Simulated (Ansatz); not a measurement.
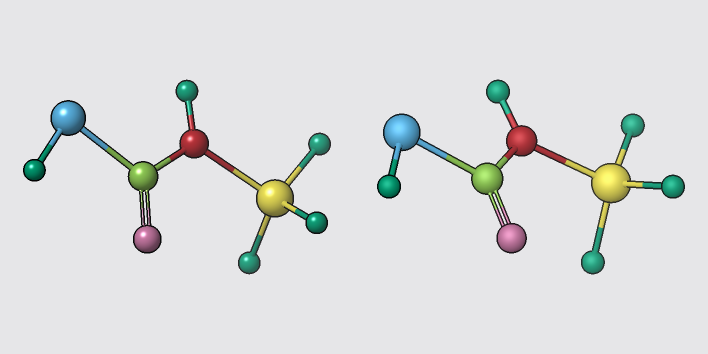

The same structure drawn twice, from different directions. Colours: oxygen pink, carbon green, sulfur blue, nitrogen red, germanium yellow, hydrogen teal.

The geometry was computed by an optimisation with PBE0-D4/def2-TZVP.

Identify the structure.

The molecule is CH₅GeNOS. As SMILES it reads `O=C(S)[NH][GeH3]`. Among its groups: amide. This geometry has Cs symmetry. Coordination: 1 C trigonal planar; 1 S bent; 1 N trigonal planar; 1 Ge tetrahedral.

More results for the same structure follow; atom numbers are the same in all pictures, views and colours differ.

## Shape

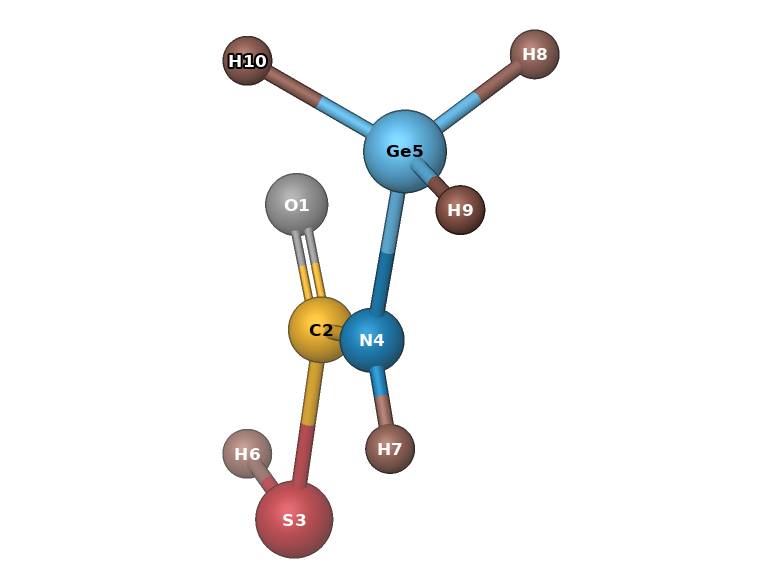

C2 lies behind N4. The molecule seen a little off the N4–C2 bond, N4 in front. Distant atoms are faded towards the background colour.

What is the torsion angle Ge5–N4–C2–S3? The sign is positive where the front bond must turn clockwise to cover the back bond.

Answer. 180°, antiperiplanar (anti).

## Levels of theory compared

Program: Ansatz 0.2.0.

Tabulate HOMO–LUMO gap (eV) at these levels: B97M-V/def2-TZVPP; BHLYP-D4/def2-TZVPP; PBE0-D4/def2-QZVPP; PBE0-D4/def2-SVP; r2SCAN-D4/def2-TZVPP; r2SCAN0-D4/def2-TZVPP; revPBE-D4/def2-TZVPP.

```json
{"level": "B97M-V/def2-TZVPP", "HOMO–LUMO gap (eV)": "5.96"}
{"level": "BHLYP-D4/def2-TZVPP", "HOMO–LUMO gap (eV)": "9.57"}
{"level": "PBE0-D4/def2-QZVPP", "HOMO–LUMO gap (eV)": "7.38"}
{"level": "PBE0-D4/def2-SVP", "HOMO–LUMO gap (eV)": "7.89"}
{"level": "r2SCAN-D4/def2-TZVPP", "HOMO–LUMO gap (eV)": "5.99"}
{"level": "r2SCAN0-D4/def2-TZVPP", "HOMO–LUMO gap (eV)": "7.99"}
{"level": "revPBE-D4/def2-TZVPP", "HOMO–LUMO gap (eV)": "5.38"}
```

## Vibrations

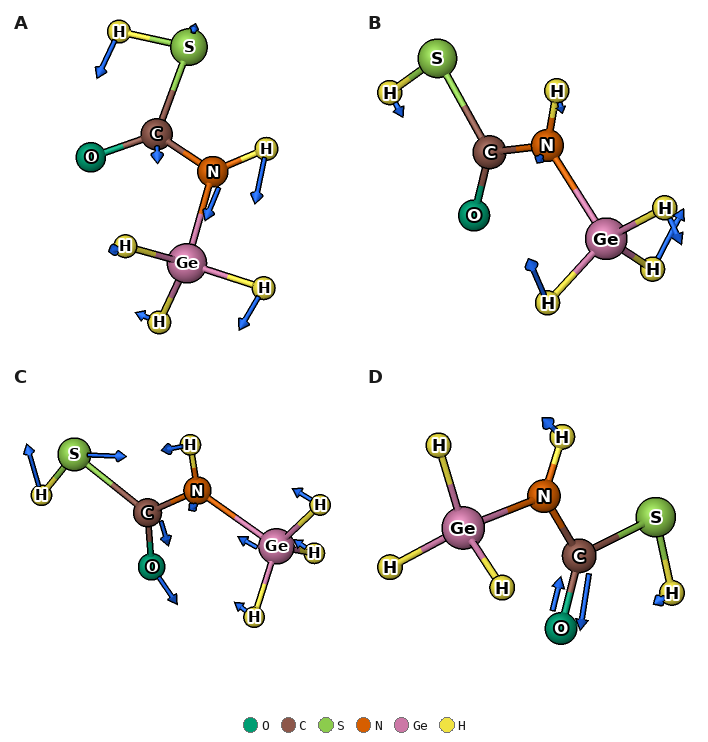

4 normal modes of one molecule or complex, as arrows. Harmonic vibrations computed with RKS PBE0-D4/def2-TZVP (Ansatz 0.2.0) at a stationary point of the same level.

Match the panels to the wavenumbers 259 cm⁻¹, 692 cm⁻¹, 888 cm⁻¹, 1774 cm⁻¹.

Answer. A: 692 cm⁻¹
B: 888 cm⁻¹, H–Ge–H bending
C: 259 cm⁻¹
D: 1774 cm⁻¹

## Thermal motion

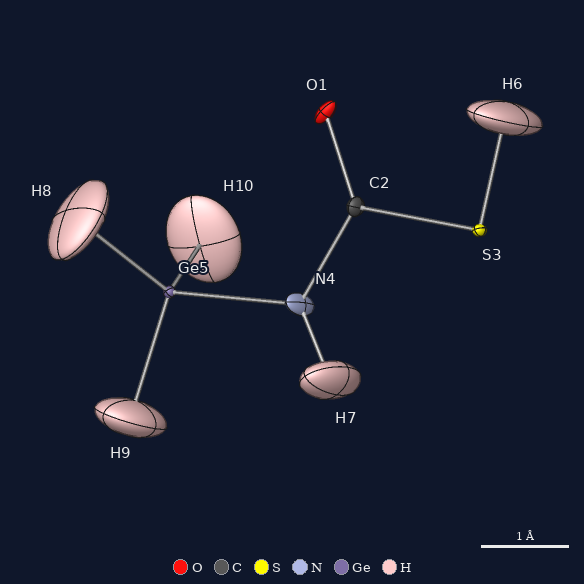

Displacement ellipsoids at the 50 % level, enlarged 1.5 times, from the internal vibrations of the free molecule (harmonic, no overall translation or rotation; no half-axis is drawn under 0.075 Å). Vibrations computed with RKS PBE0-D4/def2-TZVP (Ansatz 0.2.0). Temperature: 100 K.

List U_eq and the three principal root-mean-square amplitudes for each kind of atom.

| atom | U_eq (Å²) | rms amplitudes (Å) |
| --- | --- | --- |
| O1 | 0.0029 | 0.038, 0.042, 0.074 |
| C2 | 0.0026 | 0.038, 0.051, 0.061 |
| S3 | 0.0012 | 0.026, 0.035, 0.042 |
| N4 | 0.0063 | 0.036, 0.058, 0.119 |
| Ge5 | 0.00038 | 0.013, 0.018, 0.026 |
| H6 | 0.0330 | 0.082, 0.151, 0.264 |
| H7 | 0.0232 | 0.086, 0.122, 0.218 |
| H8, H10 | 0.0339 | 0.088, 0.190, 0.241 |
| H9 | 0.0296 | 0.089, 0.162, 0.233 |

## Dipole moment

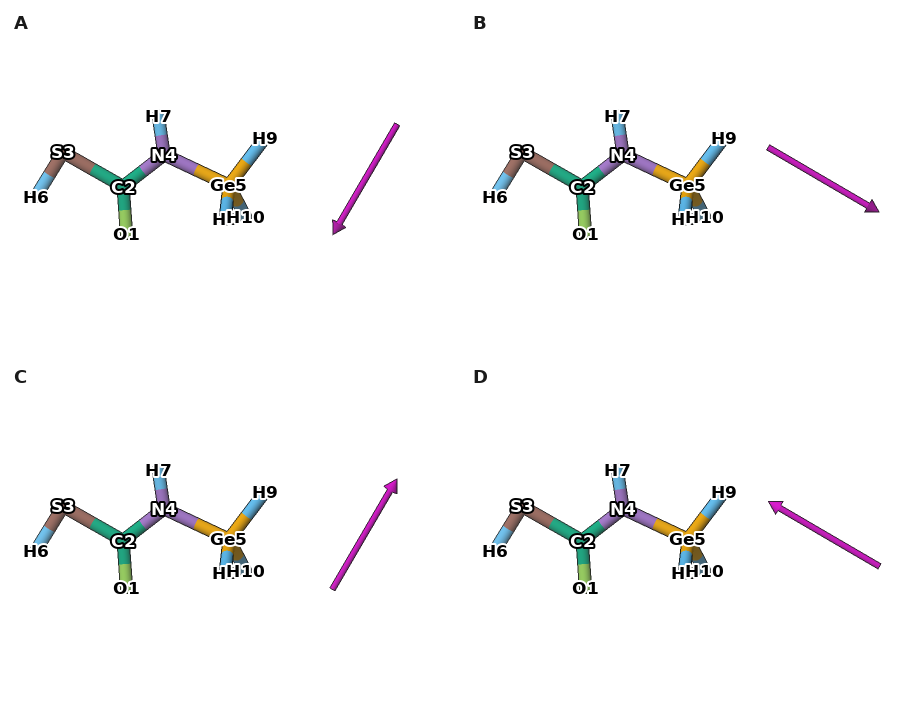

The same molecule four times, each with an arrow. Method: RKS PBE0-D4/def2-TZVP (Ansatz 0.2.0).

Which arrow points along the dipole moment, from the negative to the positive end?

Answer. C. The dipole moment is 2.42 D; it points from the side of H6 to the side of H9 (the outermost atoms at the two ends).
